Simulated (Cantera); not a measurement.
Feed: 1 mol Pb, 0.0046 mol H2S, 55 mol H2, held at 10.0 mbar.

These are equilibrium values from Cantera (NASA tables, ideal gas, pure condensed phases), not measurements of a reactor. Candidate condensed phases: Pb, PbS, S; 10 gas species. Equilibrium is a limit: real reactors are often held back by kinetics, nucleation or transport.

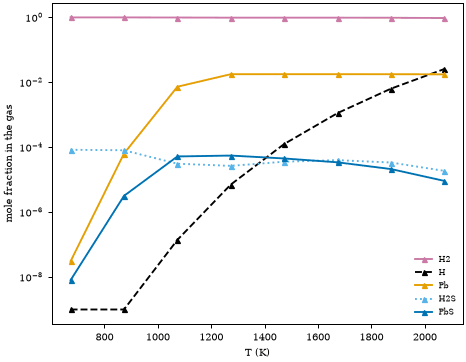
Figure. Equilibrium gas composition (values under 1e-9 drawn at 1e-9)

Read off the mole fractions at 1273 K.

H2 about 0.98, Pb about 0.018, PbS about 5.5e-5, H2S about 2.7e-5, H about 7.1e-6.
